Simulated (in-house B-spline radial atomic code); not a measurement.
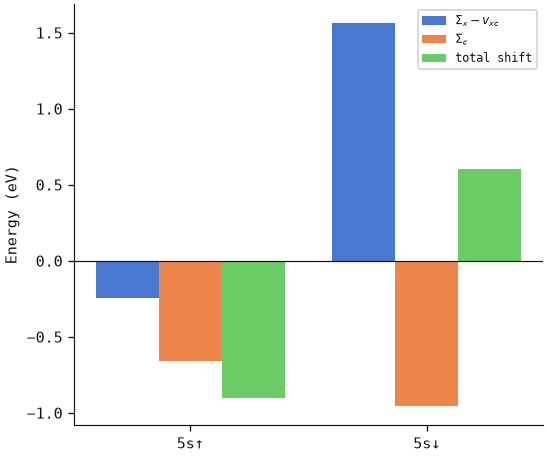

Parts of the G₀W₀ correction to each level for Rb I ([Kr] 5s). All-electron spherical atom, scalar X2C, CAM-B3LYP start, no spin-orbit coupling, Breit or QED terms; computed with a B-spline radial code. The quasi-particle equation is solved at full frequency; levels of low quasi-particle weight Z are left out.

Give the quasi-particle levels and their parts.

G₀W₀ moves the highest occupied level, 5s↑, from −3.55 to −4.45 eV (renormalisation factor Z = 0.93); the measured removal energy is 4.18 eV, so the error is +0.27 eV. The empty level 5s↓ goes from −0.97 to −0.37 eV.

```json
{"Level": "5s↑", "Mean field (eV)": "−3.55", "Σx − vxc (eV)": "−0.24", "Σc (eV)": "−0.66", "Z": "0.93", "G₀W₀ (eV)": "−4.45"}
{"Level": "5s↓", "Mean field (eV)": "−0.97", "Σx − vxc (eV)": "1.56", "Σc (eV)": "−0.96", "Z": "0.91", "G₀W₀ (eV)": "−0.37"}
```
